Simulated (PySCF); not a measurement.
**Nd(NO2)3: forces at shaken geometries**

Aim: move all atoms of relaxed Nd(NO2)3 at random and read energies and forces. The species was built from a template and needn't be a known compound.

Method: r2SCAN, Nd lcecp-1-SVP with ECP49, O def2-SVP, N def2-SVP; scalar-relativistic core potentials, no spin–orbit coupling; program: PySCF 2.14.0.

5 further runs of the same task are left out: 2 for a known fault of the program, 3 that didn't finish.

**1. The starting structure**

10 atoms, charge 0, spin multiplicity 1.

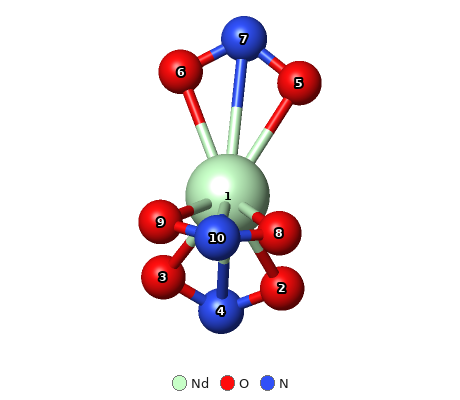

The geometry (neodymium light green, oxygen red, nitrogen blue); atoms are numbered from 1 in the order of the file.

Coordinates:

```
Nd    0.00000    0.00000    0.00000
O     2.16984    0.00000    1.05110
O     2.16984    0.00000   -1.05110
N     2.87365    0.00000    0.00000
O    -1.08492    1.87914    1.05110
O    -1.08492    1.87914   -1.05110
N    -1.43682    2.48866    0.00000
O    -1.08493   -1.87914    1.05110
O    -1.08493   -1.87914   -1.05110
N    -1.43683   -2.48865    0.00000
```

Formal oxidation states: Nd +3. Each metal's 3 4f electrons lie in its core potential, so multiplicities, spins and levels count the valence alone. An earlier session relaxed this geometry at r2SCAN, Nd lcecp-1-SVP with ECP49, O def2-SVP, N def2-SVP (singlet, point group D3h).

Its energy there is -648.734823 Eh.

**2. Atoms moved at random, σ = 0.03 Å**

Input file run.py (the lines that set the calculation):

```python
mol = gto.M(atom='''
Nd     0.00549     0.04210    -0.01978
O      2.16186    -0.00392     1.02319
O      2.18442    -0.03471    -1.04801
N      2.91488    -0.01956     0.00468
O     -1.06471     1.87430     1.00687
O     -1.09295     1.91301    -1.07659
N     -1.48673     2.49715     0.02982
O     -1.08240    -1.90296     1.08980
O     -1.09692    -1.88075    -1.02175
N     -1.44292    -2.48466     0.01176''',
    basis={'Nd': 'lcecp-1-SVP', 'O': 'def2-SVP', 'N': 'def2-SVP'},
    ecp={'Nd': 'lcecp-1-SVP'},
    charge=0, spin=0)
mf = dft.RKS(mol, xc='R2SCAN')
mf.grids.atom_grid = (50, 194)  # f atoms: unpruned, at least (60, 302)
mf = mf.density_fit()  # fitting sets: Nd AutoAux, O def2-universal-JKFIT, N def2-universal-JKFIT
mf.conv_tol = 1e-08; mf.max_cycle = 55
mf.kernel(dm0)  # dm0: the density of the relaxed state
```

The run is started by

```sh
$ OMP_NUM_THREADS=4 python run.py
```

Log:

```text
init E= -648.699215468222
  HOMO = -0.270255357635884  LUMO = -0.166413542219868  gap/eV = 2.82568
cycle= 1 E= -648.719386263853  delta_E= -0.0202  |g|= 0.209  |ddm|= 0.378
  HOMO = -0.257229237772271  LUMO = -0.1599649850068  gap/eV = 2.64670
cycle= 2 E= -648.598375574408  delta_E= 0.121  |g|= 0.789  |ddm|= 0.747
  HOMO = -0.261546219363793  LUMO = -0.159690615857702  gap/eV = 2.77163
cycle= 3 E= -648.72810695993  delta_E= -0.13  |g|= 0.0608  |ddm|= 0.585
  HOMO = -0.262772957482486  LUMO = -0.161161691729971  gap/eV = 2.76498
cycle= 4 E= -648.72842979146  delta_E= -0.000323  |g|= 0.0457  |ddm|= 0.0712
  HOMO = -0.263040266231037  LUMO = -0.161344969618029  gap/eV = 2.76727
cycle= 5 E= -648.728782802958  delta_E= -0.000353  |g|= 0.0184  |ddm|= 0.0416
  HOMO = -0.263034376947583  LUMO = -0.161169606362919  gap/eV = 2.77188
cycle= 6 E= -648.728849824874  delta_E= -6.7e-05  |g|= 0.00413  |ddm|= 0.0153
  HOMO = -0.262990188214683  LUMO = -0.161015852108272  gap/eV = 2.77486
cycle= 7 E= -648.728852932869  delta_E= -3.11e-06  |g|= 0.00119  |ddm|= 0.00366
  HOMO = -0.262990323798058  LUMO = -0.161057975423072  gap/eV = 2.77372
cycle= 8 E= -648.728853167056  delta_E= -2.34e-07  |g|= 0.000694  |ddm|= 0.00151
  HOMO = -0.262989137566994  LUMO = -0.161067252850646  gap/eV = 2.77344
cycle= 9 E= -648.728853263993  delta_E= -9.69e-08  |g|= 0.000131  |ddm|= 0.000609
  HOMO = -0.262987416867532  LUMO = -0.161065516788659  gap/eV = 2.77344
cycle= 10 E= -648.728853267872  delta_E= -3.88e-09  |g|= 3.16e-05  |ddm|= 0.000162
  HOMO = -0.262990236832587  LUMO = -0.161066928990854  gap/eV = 2.77347
Extra cycle  E= -648.728853267247  delta_E= 6.25e-10  |g|= 6.37e-05  |ddm|= 8.18e-05
converged SCF energy = -648.728853267247
```

Run time: 24 s. Hardware: 4 threads of AMD EPYC, shared host.

Result: E = -648.728853 Eh (+0.162 eV from the relaxed state), HOMO -7.16 eV, LUMO -4.38 eV, Mulliken charge on Nd1 +1.30 e, largest force component 2.452 eV/Å. 

```
atom      Fx      Fy  Fz (eV/Å)
 Nd1   0.033  -0.718     -0.241
  O2   0.721   0.069      0.633
  O3   0.906   0.052     -0.094
  N4  -1.730  -0.049     -0.468
  O5   0.053  -0.042      1.798
  O6  -0.583   0.817      0.966
  N7   0.428  -0.570     -2.452
  O8   0.044   0.230     -0.812
  O9   0.304   0.631     -0.521
 N10  -0.177  -0.420      1.190
```

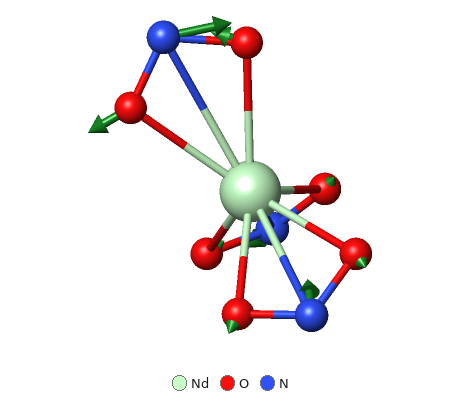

Forces as arrows, the longest for the largest force.

**3. Atoms moved at random, σ = 0.06 Å**

Input file run.py (the lines that set the calculation):

```python
mol = gto.M(atom='''
Nd    -0.02127     0.07339    -0.00014
O      2.20687     0.03920     1.00952
O      2.26122    -0.04235    -1.01737
N      2.97581    -0.02955    -0.02217
O     -1.12823     1.82153     1.09412
O     -1.10711     1.86969    -1.07225
N     -1.44857     2.45736     0.06165
O     -1.06870    -1.90337     1.01467
O     -1.11913    -1.71640    -1.05924
N     -1.55089    -2.56951    -0.00879''',
    basis={'Nd': 'lcecp-1-SVP', 'O': 'def2-SVP', 'N': 'def2-SVP'},
    ecp={'Nd': 'lcecp-1-SVP'},
    charge=0, spin=0)
mf = dft.RKS(mol, xc='R2SCAN')
mf.grids.atom_grid = (50, 194)  # f atoms: unpruned, at least (60, 302)
mf = mf.density_fit()  # fitting sets: Nd AutoAux, O def2-universal-JKFIT, N def2-universal-JKFIT
mf.conv_tol = 1e-08; mf.max_cycle = 55
mf.kernel(dm0)  # dm0: the density of the relaxed state
```

The run is started by

```sh
$ OMP_NUM_THREADS=4 python run.py
```

Log:

```text
init E= -648.530674051072
  HOMO = -0.287306964138036  LUMO = -0.223875039925368  gap/eV = 1.72607
cycle= 1 E= -648.659342781191  delta_E= -0.129  |g|= 0.401  |ddm|= 0.808
  HOMO = -0.209860388906733  LUMO = -0.16634427742682  gap/eV = 1.18413
cycle= 2 E= -648.070768159096  delta_E= 0.589  |g|= 1.68  |ddm|= 1.54
  HOMO = -0.268687199601259  LUMO = -0.169994014236604  gap/eV = 2.68558
cycle= 3 E= -648.67894703694  delta_E= -0.608  |g|= 0.264  |ddm|=  1.3
  HOMO = -0.266674287690521  LUMO = -0.186709954267112  gap/eV = 2.17594
cycle= 4 E= -648.688737990342  delta_E= -0.00979  |g|= 0.164  |ddm|= 0.302
  HOMO = -0.268989202724075  LUMO = -0.190156462459388  gap/eV = 2.14515
cycle= 5 E= -648.693527581383  delta_E= -0.00479  |g|= 0.0614  |ddm|= 0.153
  HOMO = -0.269765901712888  LUMO = -0.187224547262698  gap/eV = 2.24606
cycle= 6 E= -648.694195077791  delta_E= -0.000667  |g|= 0.0273  |ddm|= 0.0577
  HOMO = -0.269767937612122  LUMO = -0.186292010157004  gap/eV = 2.27150
cycle= 7 E= -648.69433052286  delta_E= -0.000135  |g|= 0.00875  |ddm|= 0.0226
  HOMO = -0.269567669983333  LUMO = -0.186540608035905  gap/eV = 2.25928
cycle= 8 E= -648.694343877816  delta_E= -1.34e-05  |g|= 0.00329  |ddm|= 0.00751
  HOMO = -0.26950602810632  LUMO = -0.186756206600354  gap/eV = 2.25174
cycle= 9 E= -648.694346176646  delta_E= -2.3e-06  |g|= 0.000613  |ddm|= 0.00259
  HOMO = -0.269509943898333  LUMO = -0.18675959822027  gap/eV = 2.25175
cycle= 10 E= -648.694346240649  delta_E= -6.4e-08  |g|= 0.000323  |ddm|= 0.000557
  HOMO = -0.269508427150086  LUMO = -0.186758252748724  gap/eV = 2.25175
cycle= 11 E= -648.694346257993  delta_E= -1.73e-08  |g|= 0.00013  |ddm|= 0.000302
  HOMO = -0.269509129498135  LUMO = -0.186757327153892  gap/eV = 2.25179
cycle= 12 E= -648.694346260398  delta_E= -2.4e-09  |g|= 7.89e-05  |ddm|= 0.000146
  HOMO = -0.269508005364358  LUMO = -0.186755903485178  gap/eV = 2.25180
Extra cycle  E= -648.69434624844  delta_E= 1.2e-08  |g|= 0.000254  |ddm|= 0.000231
converged SCF energy = -648.69434624844
```

Run time: 26 s. Hardware: 4 threads of AMD EPYC, shared host.

Read off: E = -648.694346 Eh (+1.101 eV from the relaxed state), HOMO -7.33 eV, LUMO -5.08 eV, Mulliken charge on Nd1 +1.31 e, largest force component 6.955 eV/Å. 

```
atom      Fx      Fy  Fz (eV/Å)
 Nd1   0.937  -1.495     -0.271
  O2   0.846   0.064      0.816
  O3  -0.269  -0.004     -2.694
  N4  -1.351   0.077      1.824
  O5  -0.050   0.083     -0.199
  O6  -0.287   0.669      2.118
  N7  -0.101   0.081     -1.670
  O8  -1.953  -3.086     -0.449
  O9  -1.954  -3.342      0.872
 N10   4.182   6.955     -0.346
```

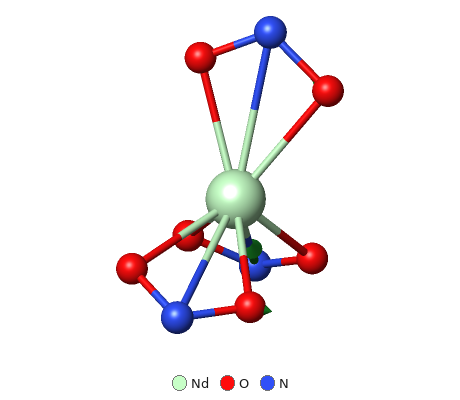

Forces as arrows, the longest for the largest force.

**4. Atoms moved at random, σ = 0.1 Å**

Input file run.py (the lines that set the calculation):

```python
mol = gto.M(atom='''
Nd    -0.02623     0.18224    -0.07778
O      2.29888    -0.04730     1.13226
O      2.16517     0.05844    -1.13574
N      2.71202     0.14949    -0.06776
O     -0.98591     1.80628     1.12792
O     -1.17851     1.69758    -0.97595
N     -1.29084     2.49797    -0.02268
O     -1.02873    -1.89654     1.02653
O     -1.11343    -1.88068    -1.01910
N     -1.55243    -2.56746     0.01229''',
    basis={'Nd': 'lcecp-1-SVP', 'O': 'def2-SVP', 'N': 'def2-SVP'},
    ecp={'Nd': 'lcecp-1-SVP'},
    charge=0, spin=0)
mf = dft.RKS(mol, xc='R2SCAN')
mf.grids.atom_grid = (50, 194)  # f atoms: unpruned, at least (60, 302)
mf = mf.density_fit()  # fitting sets: Nd AutoAux, O def2-universal-JKFIT, N def2-universal-JKFIT
mf.conv_tol = 1e-08; mf.max_cycle = 55
mf.kernel(dm0)  # dm0: the density of the relaxed state
```

The run is started by

```sh
$ OMP_NUM_THREADS=4 python run.py
```

Log:

```text
init E= -648.375781550415
  HOMO = -0.302890807060168  LUMO = -0.285363818041677  gap/eV = 0.47693
cycle= 1 E= -648.590181518106  delta_E= -0.214  |g|= 0.485  |ddm|= 1.61
  HOMO = -0.177515089187512  LUMO = -0.166039779161927  gap/eV = 0.31226
cycle= 2 E= -647.18848535255  delta_E=  1.4  |g|= 1.88  |ddm|= 2.83
  HOMO = -0.221157571789167  LUMO = -0.188054615194815  gap/eV = 0.90078
cycle= 3 E= -648.521410276998  delta_E= -1.33  |g|= 0.666  |ddm|= 2.81
  HOMO = -0.2259840525493  LUMO = -0.184144176104883  gap/eV = 1.13852
cycle= 4 E= -648.630383572364  delta_E= -0.109  |g|= 0.151  |ddm|= 0.628
  HOMO = -0.217174724761922  LUMO = -0.196180821295741  gap/eV = 0.57127
cycle= 5 E= -648.6341770686  delta_E= -0.00379  |g|= 0.131  |ddm|= 0.283
  HOMO = -0.212134244400611  LUMO = -0.203328377641892  gap/eV = 0.23962
cycle= 6 E= -648.629230815292  delta_E= 0.00495  |g|= 0.152  |ddm|= 0.608
  HOMO = -0.217595893421688  LUMO = -0.200816693523035  gap/eV = 0.45659
cycle= 7 E= -648.637725605678  delta_E= -0.00849  |g|= 0.0514  |ddm|= 0.515
  HOMO = -0.213214164661438  LUMO = -0.202308525854009  gap/eV = 0.29676
cycle= 8 E= -648.63735578165  delta_E= 0.00037  |g|= 0.0527  |ddm|= 0.288
  HOMO = -0.214012541410587  LUMO = -0.201201201795803  gap/eV = 0.34861
cycle= 9 E= -648.638488794502  delta_E= -0.00113  |g|= 0.0191  |ddm|= 0.123
  HOMO = -0.214370066933349  LUMO = -0.201055268063111  gap/eV = 0.36231
cycle= 10 E= -648.638589706684  delta_E= -0.000101  |g|= 0.00611  |ddm|= 0.0271
  HOMO = -0.214736516983767  LUMO = -0.200999461642376  gap/eV = 0.37380
cycle= 11 E= -648.638601700002  delta_E= -1.2e-05  |g|= 0.0026  |ddm|= 0.0219
  HOMO = -0.214700658272113  LUMO = -0.201107055678426  gap/eV = 0.36990
cycle= 12 E= -648.638603669486  delta_E= -1.97e-06  |g|= 0.000706  |ddm|= 0.00643
  HOMO = -0.214686939832524  LUMO = -0.201073585315477  gap/eV = 0.37044
cycle= 13 E= -648.638603779953  delta_E= -1.1e-07  |g|= 0.000172  |ddm|= 0.000945
  HOMO = -0.214694945253738  LUMO = -0.201065442741128  gap/eV = 0.37088
cycle= 14 E= -648.638603764712  delta_E= 1.52e-08  |g|= 0.000222  |ddm|= 0.000796
  HOMO = -0.214690018887047  LUMO = -0.201068351343925  gap/eV = 0.37066
cycle= 15 E= -648.63860378125  delta_E= -1.65e-08  |g|= 0.000102  |ddm|= 0.000356
  HOMO = -0.21468883748849  LUMO = -0.201072189391347  gap/eV = 0.37053
cycle= 16 E= -648.638603785904  delta_E= -4.65e-09  |g|= 2.87e-05  |ddm|= 0.000253
  HOMO = -0.214677184515093  LUMO = -0.201081345737009  gap/eV = 0.36996
Extra cycle  E= -648.638603754249  delta_E= 3.17e-08  |g|= 0.000258  |ddm|= 0.000992
converged SCF energy = -648.638603754249
```

It took 33 s on 4 threads of AMD EPYC, shared host.

It gives: E = -648.638604 Eh (+2.618 eV from the relaxed state), HOMO -5.84 eV, LUMO -5.47 eV, Mulliken charge on Nd1 +1.21 e, largest force component 7.651 eV/Å. The gap is small, and the closed shell wasn't tested for a lower spin-broken solution.

```
atom      Fx      Fy  Fz (eV/Å)
 Nd1   1.361  -5.918      1.372
  O2  -3.079  -0.014     -2.995
  O3  -4.368  -0.623     -0.988
  N4   7.651   1.118      3.686
  O5  -0.840   2.750     -1.641
  O6  -1.563   2.447     -2.543
  N7   0.182  -1.311      3.226
  O8  -1.739  -2.055     -0.140
  O9  -1.602  -1.827     -0.264
 N10   3.997   5.434      0.288
```

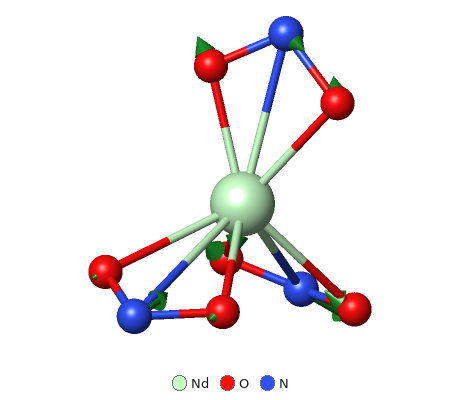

Forces as arrows, the longest for the largest force.

**5. Results**

| σ (Å) | energy rise (eV) | harmonic estimate −½ F·u (eV) | largest force component (eV/Å) |
| --- | --- | --- | --- |
| 0.03 | 0.162 | 0.162 | 2.45 |
| 0.06 | 1.101 | 1.024 | 6.96 |
| 0.1 | 2.618 | 2.487 | 7.65 |

Every displacement raises the energy. For a harmonic well the rise equals −½ F·u; the two differ by at most 7 % here (a move with σ = 0.06 Å), from anharmonicity, the grid and the small forces left at the relaxed point. The bases are small and lack diffuse functions. Spin–orbit coupling is left out.
